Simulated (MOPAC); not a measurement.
## Run report: C₃H₂F₄, frequency calculation (part 2 of 3)

The same run, continued: C₃H₂F₄; RM1, RHF (MOPAC 23.2.5). The geometry was optimised with RM1.

Geometry of the input (Å):
```
F  -0.9009  -0.4588  1.6911
C  0.0536  -0.5105  0.7660
C  -0.4087  -0.3990  -0.7166
F  0.2594  -1.1320  -1.6034
C  0.3408  0.7774  -0.0443
F  -0.2930  1.9177  0.2014
F  1.5873  1.0956  -0.3716
H  0.8859  -1.1813  1.0480
H  -1.4807  -0.2981  -0.9669
```

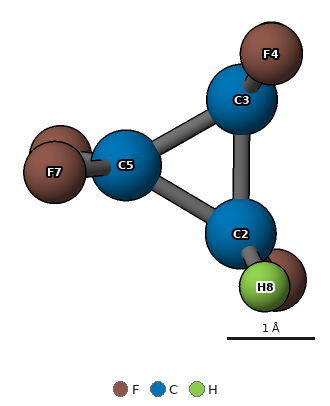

*The structure (ball-and-stick view, seen at a tilt; atoms are numbered from 1 in the order of the input).*

**Output, continued**
```
           1   -0.0706    0.1492   -0.0674    0.0891    0.2430   -0.3611   -0.3165   -0.1413
           2    0.2612    0.1057   -0.2893   -0.3997    0.1271   -0.2028   -0.1824   -0.0286
           3    0.2609    0.4388    0.4937    0.0476    0.1228   -0.0093   -0.1217   -0.1520
           4   -0.0481    0.1233   -0.0505    0.0478    0.1846   -0.2455   -0.2164   -0.0857
           5    0.0195    0.0506   -0.0091    0.4335   -0.1571    0.0916    0.0013    0.0909
           6   -0.0435   -0.0527   -0.1106   -0.0419    0.2127   -0.1408    0.3697    0.3517
           7    0.0160    0.1361   -0.0158    0.0960    0.0303    0.1254    0.3794   -0.2523
           8   -0.0037    0.0443    0.0416    0.4098   -0.0812   -0.0320   -0.0813    0.1729
           9   -0.0658   -0.0100   -0.1136    0.1218   -0.3106   -0.2676    0.1822   -0.2138
          10    0.1784   -0.0994    0.3414    0.0188    0.1494    0.3163    0.2168   -0.0402
          11   -0.3143    0.2276    0.1543   -0.3650    0.1732    0.2258    0.2319   -0.0788
          12    0.1041   -0.4051    0.4369   -0.1903   -0.1949   -0.1453   -0.2181    0.1899
          13   -0.0192    0.1497   -0.0514   -0.0311   -0.1434   -0.0372    0.0462    0.4268
          14    0.0095   -0.0822    0.0253    0.2318    0.3012    0.0181   -0.0228    0.3976
          15   -0.0649   -0.0561   -0.1747    0.0428    0.0860   -0.1255    0.1571   -0.0682
          16   -0.3139   -0.3038   -0.0328   -0.0831   -0.1303    0.3395   -0.3192    0.0050
          17   -0.4892   -0.1222    0.2279   -0.1123   -0.1940   -0.2512    0.0695   -0.1764
          18   -0.0911   -0.3509   -0.2781    0.1741    0.3531    0.2019   -0.0625   -0.2674
          19    0.2538   -0.0790   -0.1376   -0.1713   -0.3127   -0.1602    0.2300    0.1328
          20    0.5189   -0.2333   -0.1439   -0.0687   -0.1042    0.1617   -0.0261   -0.2397
          21   -0.1120    0.4122   -0.3015   -0.1253   -0.2657    0.4095   -0.2380    0.1664
          22   -0.0645   -0.0048   -0.0299    0.1022    0.0515   -0.0957   -0.0583   -0.0040
          23    0.0001    0.0369    0.0174    0.2080   -0.1450    0.0176   -0.0581   -0.0319
          24   -0.0372   -0.0743   -0.0703   -0.0799    0.2083   -0.0468    0.1929    0.2015
          25    0.0346    0.0385   -0.0137    0.1447   -0.0786    0.0546    0.1564   -0.1129
          26    0.0146    0.0156    0.0039    0.1870   -0.0810    0.0028    0.0099    0.0218
          27   -0.0644    0.0720   -0.0770    0.0644   -0.2331   -0.0931    0.1395   -0.1685

   Root No.       9        10        11        12        13        14        15        16

                 5 A       5 B       6 A       6 B       7 A       8 A       7 B       9 A

                 829.1     922.2    1012.8    1035.5    1130.4    1193.4    1194.1    1664.3

           1   -0.0563   -0.0930    0.0588   -0.0511   -0.0976   -0.2142   -0.1355   -0.2848
           2   -0.0354   -0.0018   -0.0187   -0.0421    0.0160    0.0676    0.0672    0.0018
           3    0.0029    0.0170    0.0491    0.0488   -0.0042    0.0442    0.0458   -0.0038
           4   -0.0120   -0.0425    0.0094   -0.0088   -0.0029   -0.0199   -0.0411    0.3827
           5    0.3180   -0.2198    0.2190    0.2109   -0.5184   -0.1713   -0.1218   -0.0127
           6   -0.2547   -0.3848   -0.2815   -0.3493   -0.2278   -0.1058   -0.0828   -0.0529
           7   -0.1497    0.1519   -0.1747    0.1948   -0.0785   -0.0261    0.0000   -0.3497
           8   -0.2384   -0.3155   -0.1377    0.1107    0.5587    0.1940   -0.1421   -0.0035
           9   -0.2947    0.2748   -0.2790    0.3411   -0.0490   -0.0509    0.0566    0.1645
          10    0.0526   -0.0877   -0.0221   -0.0723    0.0795    0.1993   -0.1333    0.2379
          11    0.0373   -0.0040    0.0006   -0.0318   -0.0067   -0.0602    0.0661    0.0214
          12   -0.0177    0.0355    0.0757   -0.0231   -0.0588   -0.0959    0.0528   -0.1550
          13    0.1042    0.3090    0.0094   -0.0249    0.0125   -0.0007   -0.0132    0.1627
          14   -0.0513    0.6282   -0.0046   -0.0498   -0.0063    0.0003    0.0187   -0.0801
          15    0.3540    0.0000    0.0320    0.0001    0.0429   -0.0022    0.0066    0.5518
          16   -0.2924   -0.0533   -0.0366    0.0229   -0.1467   -0.0374    0.0191    0.1516
          17    0.1602   -0.0288    0.0114   -0.0070    0.1004    0.0216   -0.0129   -0.0764
          18    0.2616    0.0758    0.0477   -0.0431    0.2154    0.0533   -0.0321   -0.2536
          19    0.3727   -0.0874    0.0554    0.0416    0.2300    0.0579    0.0322   -0.2569
          20   -0.1999   -0.0117   -0.0206   -0.0163   -0.1420   -0.0318   -0.0194    0.1280
          21    0.0139   -0.0402    0.0160    0.0206    0.0695    0.0178    0.0123   -0.1036
          22   -0.0242   -0.0761    0.0237   -0.0148   -0.1873    0.6085    0.6396   -0.0436
          23    0.1777   -0.0343   -0.3300   -0.3245   -0.2267    0.1477    0.1677   -0.0717
          24   -0.2203   -0.1772    0.5027    0.4660   -0.0640    0.0992    0.1124   -0.0251
          25   -0.1105    0.0274    0.2731   -0.2856    0.1415   -0.4716    0.4923    0.0289
          26   -0.1114   -0.0853    0.1840   -0.1913    0.2493   -0.2151    0.2402    0.0790
          27   -0.2369    0.1742    0.5037   -0.4522   -0.0919    0.3650   -0.3870   -0.0246

   Root No.      17        18        19        20        21

                 8 B       9 B      10 A      11 A      10 B

                1675.6    1768.3    1774.1    2971.6    2980.7

           1   -0.4202    0.0205    0.2406    0.0055   -0.0056
           2   -0.0120    0.0007   -0.0025   -0.0003   -0.0014
           3   -0.0018   -0.0116    0.0023    0.0005   -0.0002
           4    0.5578   -0.0604   -0.4447   -0.0784    0.0784
           5    0.0309    0.0141   -0.1220    0.1403   -0.1477
           6    0.0334    0.0160   -0.1018    0.1009   -0.0958
           7    0.4549   -0.0584    0.3300    0.1089    0.1057
           8    0.0816    0.0131    0.1785   -0.1553   -0.1611
           9   -0.3156    0.0230   -0.2866    0.0028   -0.0033
          10   -0.3543    0.0234   -0.2018   -0.0043   -0.0047
          11   -0.0445   -0.0005   -0.0165   -0.0003   -0.0019
          12    0.2220   -0.0013    0.1304    0.0034    0.0028
          13    0.0352    0.6967    0.1614    0.0018    0.0009
          14   -0.0558   -0.3785   -0.0795   -0.0009   -0.0116
          15   -0.0185   -0.2603    0.5473    0.0061   -0.0019
          16   -0.0188   -0.1946    0.1069    0.0005   -0.0002
          17    0.0126    0.1082   -0.0662   -0.0015    0.0006
          18    0.0452    0.3070   -0.1867   -0.0020    0.0027
          19   -0.0389   -0.3190   -0.1841   -0.0014   -0.0016
          20    0.0225    0.1696    0.1041    0.0019    0.0012
          21   -0.0231   -0.1152   -0.0765   -0.0010   -0.0019
          22   -0.0161    0.0368    0.0354    0.2428   -0.2374
          23   -0.0445   -0.0042    0.0345   -0.5249    0.5287
          24   -0.0537    0.0443    0.0046   -0.3598    0.3562
          25    0.0116    0.0071   -0.0301   -0.3557   -0.3489
          26   -0.0581    0.0104   -0.0371    0.5804    0.5836
          27    0.0402   -0.0563    0.0136   -0.0230   -0.0219

          DESCRIPTION OF VIBRATIONS

 VIBRATION          1    1A          ATOM PAIR     ENERGY CONTRIBUTION    RADIAL
 FREQUENCY           183.79         F 6 -- F 7         +20.1% ( 97.9%)      0.0%
 TRANSITION DIPOLE   0.2100         C 5 -- F 6         +13.6% ( 80.7%)      0.1%
 TRAVEL (Ang.)       0.2628         C 5 -- F 7         +13.6% ( 80.7%)      0.1%
 REDUCED MASS        5.3128         C 3 -- C 5          +8.1% ( 62.2%)      3.8%
 EFFECTIVE MASS     23.0504
 FORCE CONSTANT      0.1057

 VIBRATION          2    1B          ATOM PAIR     ENERGY CONTRIBUTION    RADIAL
 FREQUENCY           213.36         C 3 -- C 5         +16.5% (150.3%)      6.5%
 TRANSITION DIPOLE   0.5601         C 2 -- C 5         +16.5% (150.3%)      6.4%
 TRAVEL (Ang.)       0.2818         F 6 -- F 7         +13.6% (136.4%)      0.0%
 REDUCED MASS        3.9802         C 5 -- F 7         +10.6% (120.6%)      0.2%
 EFFECTIVE MASS     22.2886         C 5 -- F 6         +10.6% (120.6%)      0.2%
 FORCE CONSTANT      0.1068

 VIBRATION          3    2A          ATOM PAIR     ENERGY CONTRIBUTION    RADIAL
 FREQUENCY           256.73         F 6 -- F 7         +15.5% (103.9%)      5.2%
 TRANSITION DIPOLE   0.5518         C 2 -- C 5         +15.1% (102.4%)     32.9%
 TRAVEL (Ang.)       0.2328         C 3 -- C 5         +15.1% (102.4%)     32.7%
 REDUCED MASS        4.8449         C 5 -- F 7         +11.9% ( 90.8%)      2.6%
 EFFECTIVE MASS     20.6259         C 5 -- F 6         +11.9% ( 90.8%)      2.6%
 FORCE CONSTANT      0.1881

 VIBRATION          4    2B          ATOM PAIR     ENERGY CONTRIBUTION    RADIAL
 FREQUENCY           342.33         C 3 -- C 5         +14.3% (142.2%)      2.2%
 TRANSITION DIPOLE   0.8561         C 2 -- C 5         +14.3% (142.2%)      2.1%
 TRAVEL (Ang.)       0.3047         C 2 -- C 3         +14.2% (142.0%)      0.0%
 REDUCED MASS        2.1218         C 3 -- F 4         +14.0% (141.1%)      0.2%
 EFFECTIVE MASS     25.1363         F 1 -- C 2         +14.0% (141.1%)      0.2%
 FORCE CONSTANT      0.1465

 VIBRATION          5    3B          ATOM PAIR     ENERGY CONTRIBUTION    RADIAL
 FREQUENCY           428.72         C 3 -- C 5         +17.7% (128.0%)      3.3%
 TRANSITION DIPOLE   0.1622         C 2 -- C 5         +17.7% (128.0%)      3.3%
 TRAVEL (Ang.)       0.2826         C 2 -- C 3         +12.4% (107.2%)      0.0%
 REDUCED MASS        1.9692         F 6 -- F 7         +12.0% (105.3%)      0.0%
 EFFECTIVE MASS     18.3758
 FORCE CONSTANT      0.2133

 VIBRATION          6    3A          ATOM PAIR     ENERGY CONTRIBUTION    RADIAL
 FREQUENCY           503.65         C 2 -- C 3         +23.1% (107.1%)      1.8%
 TRANSITION DIPOLE   0.8551         C 3 -- C 5         +12.3% ( 78.3%)     14.9%
 TRAVEL (Ang.)       0.2064         C 2 -- C 5         +12.3% ( 78.3%)     14.8%
 REDUCED MASS        3.1416         C 3 -- H 9         +10.6% ( 72.5%)     11.6%
 EFFECTIVE MASS     18.7102         C 2 -- H 8         +10.6% ( 72.5%)     11.6%
 FORCE CONSTANT      0.4695

 VIBRATION          7    4A          ATOM PAIR     ENERGY CONTRIBUTION    RADIAL
 FREQUENCY           565.78         C 2 -- C 3         +23.8% (114.5%)      9.3%
 TRANSITION DIPOLE   0.9196         C 3 -- C 5         +13.5% ( 86.3%)      3.0%
 TRAVEL (Ang.)       0.2370         C 2 -- C 5         +13.5% ( 86.2%)      3.2%
 REDUCED MASS        2.1216         C 3 -- H 9          +9.2% ( 71.2%)     65.5%
 EFFECTIVE MASS     17.7512
 FORCE CONSTANT      0.4001

 VIBRATION          8    4B          ATOM PAIR     ENERGY CONTRIBUTION    RADIAL
 FREQUENCY           648.28         C 2 -- C 5         +16.9% ( 94.4%)      0.0%
 TRANSITION DIPOLE   0.9890         C 3 -- C 5         +16.9% ( 94.3%)      0.0%
 TRAVEL (Ang.)       0.2094         C 2 -- C 3         +12.8% ( 82.1%)      0.0%
 REDUCED MASS        2.3727         C 5 -- F 7         +11.7% ( 78.6%)      2.4%
 EFFECTIVE MASS     15.2550         C 5 -- F 6         +11.7% ( 78.6%)      2.3%
 FORCE CONSTANT      0.5875

 VIBRATION          9    5A          ATOM PAIR     ENERGY CONTRIBUTION    RADIAL
 FREQUENCY           829.09         F 6 -- F 7         +18.4% ( 81.0%)    100.0%
 TRANSITION DIPOLE   0.2939         C 3 -- C 5         +16.8% ( 77.6%)     35.6%
 TRAVEL (Ang.)       0.1954         C 2 -- C 5         +16.8% ( 77.6%)     35.9%
 REDUCED MASS        2.1297         C 5 -- F 7         +10.7% ( 61.9%)     15.9%
 EFFECTIVE MASS     13.4307         C 5 -- F 6         +10.7% ( 61.9%)     16.1%
 FORCE CONSTANT      0.8625         C 2 -- C 3         +10.2% ( 60.4%)     94.8%

 VIBRATION         10    5B          ATOM PAIR     ENERGY CONTRIBUTION    RADIAL
 FREQUENCY           922.22         C 2 -- C 5         +20.2% ( 85.1%)     58.2%
 TRANSITION DIPOLE   0.9621         C 3 -- C 5         +20.2% ( 85.1%)     58.5%
 TRAVEL (Ang.)       0.1380         C 2 -- C 3         +13.4% ( 69.3%)      0.0%
 REDUCED MASS        3.8387         C 5 -- F 6          +9.4% ( 58.0%)      0.6%
 EFFECTIVE MASS     12.4353
 FORCE CONSTANT      1.9235

 VIBRATION         11    6A          ATOM PAIR     ENERGY CONTRIBUTION    RADIAL
 FREQUENCY          1012.77         C 3 -- H 9         +34.0% ( 70.2%)      0.0%
 TRANSITION DIPOLE   0.0721         C 2 -- H 8         +34.0% ( 70.2%)      0.0%
 TRAVEL (Ang.)       0.3186         C 2 -- C 3         +10.4% ( 38.9%)    100.0%
 REDUCED MASS        0.6558         C 3 -- C 5          +5.1% ( 27.2%)     22.5%
 EFFECTIVE MASS      3.6093
 FORCE CONSTANT      0.3963

 VIBRATION         12    6B          ATOM PAIR     ENERGY CONTRIBUTION    RADIAL
 FREQUENCY          1035.50         C 2 -- H 8         +31.9% ( 68.6%)      0.0%
 TRANSITION DIPOLE   0.0344         C 3 -- H 9         +31.9% ( 68.6%)      0.0%
 TRAVEL (Ang.)       0.2723         C 2 -- C 3         +11.3% ( 40.9%)      0.0%
 REDUCED MASS        0.8785         C 3 -- F 4          +6.2% ( 30.3%)      0.9%
 EFFECTIVE MASS      3.9930
 FORCE CONSTANT      0.5550

 VIBRATION         13    7A          ATOM PAIR     ENERGY CONTRIBUTION    RADIAL
 FREQUENCY          1130.39         C 2 -- C 3         +28.2% ( 91.6%)     72.2%
 TRANSITION DIPOLE   0.3109         C 2 -- C 5         +11.4% ( 58.2%)     47.3%
 TRAVEL (Ang.)       0.1481         C 3 -- C 5         +11.4% ( 58.2%)     47.4%
 REDUCED MASS        2.7210         F 1 -- C 2         +11.3% ( 57.9%)      2.6%
 EFFECTIVE MASS     12.6450         C 3 -- F 4         +11.3% ( 57.9%)      2.6%
 FORCE CONSTANT      2.0485

 VIBRATION         14    8A          ATOM PAIR     ENERGY CONTRIBUTION    RADIAL
 FREQUENCY          1193.40         C 3 -- H 9         +36.0% ( 65.3%)      2.2%
 TRANSITION DIPOLE   0.0083         C 2 -- H 8         +36.0% ( 65.3%)      2.1%
 TRAVEL (Ang.)       0.3463         C 2 -- C 3          +8.2% ( 31.2%)     77.0%
 REDUCED MASS        0.4713         F 1 -- C 2          +6.0% ( 26.5%)     32.2%
 EFFECTIVE MASS      3.6629
 FORCE CONSTANT      0.3955

 VIBRATION         15    7B          ATOM PAIR     ENERGY CONTRIBUTION    RADIAL
 FREQUENCY          1194.11         C 2 -- H 8         +43.1% ( 68.1%)      0.6%
 TRANSITION DIPOLE   0.1750         C 3 -- H 9         +43.1% ( 68.0%)      0.6%
 TRAVEL (Ang.)       0.3563         C 2 -- C 3          +3.1% ( 18.2%)      0.0%
 REDUCED MASS        0.4447         F 1 -- C 2          +2.8% ( 17.2%)     14.5%
 EFFECTIVE MASS      2.0416
 FORCE CONSTANT      0.3736

 VIBRATION         16    9A          ATOM PAIR     ENERGY CONTRIBUTION    RADIAL
 FREQUENCY          1664.32         C 5 -- F 6         +15.7% ( 62.6%)     65.2%
 TRANSITION DIPOLE   2.6487         C 5 -- F 7         +15.7% ( 62.6%)     65.6%
 TRAVEL (Ang.)       0.1277         C 3 -- C 5         +13.7% ( 58.4%)     32.7%
 REDUCED MASS        2.4831         C 2 -- C 5         +13.7% ( 58.4%)     33.1%
 EFFECTIVE MASS     14.1604
 FORCE CONSTANT      4.0525

 VIBRATION         17    8B          ATOM PAIR     ENERGY CONTRIBUTION    RADIAL
 FREQUENCY          1675.62         C 3 -- F 4         +21.3% ( 71.1%)     99.7%
 TRANSITION DIPOLE   2.9017         F 1 -- C 2         +21.3% ( 71.1%)     99.7%
 TRAVEL (Ang.)       0.1066         C 2 -- C 3         +17.8% ( 65.0%)      0.0%
 REDUCED MASS        3.5444         C 3 -- C 5          +9.8% ( 48.3%)     35.2%
 EFFECTIVE MASS     14.2947
 FORCE CONSTANT      5.8633

 VIBRATION         18    9B          ATOM PAIR     ENERGY CONTRIBUTION    RADIAL
 FREQUENCY          1768.26         C 5 -- F 7         +28.5% ( 86.2%)     81.1%
 TRANSITION DIPOLE   2.6312         C 5 -- F 6         +28.5% ( 86.2%)     81.5%
 TRAVEL (Ang.)       0.0759         C 3 -- C 5         +19.3% ( 70.8%)      0.0%
 REDUCED MASS        6.6117         C 2 -- C 5         +19.3% ( 70.8%)      0.0%
 EFFECTIVE MASS     13.7770
 FORCE CONSTANT     12.1802

 VIBRATION         19   10A          ATOM PAIR     ENERGY CONTRIBUTION    RADIAL
 FREQUENCY          1774.06         C 2 -- C 5         +16.1% ( 64.4%)     86.9%
 TRANSITION DIPOLE   0.6530         C 3 -- C 5         +16.1% ( 64.4%)     87.1%
 TRAVEL (Ang.)       0.1177         C 2 -- C 3         +12.2% ( 56.1%)     52.1%
 REDUCED MASS        2.7430         C 5 -- F 6         +11.8% ( 55.0%)     59.5%
 EFFECTIVE MASS     13.3593         C 5 -- F 7         +11.8% ( 55.0%)     59.8%
 FORCE CONSTANT      5.0864
```
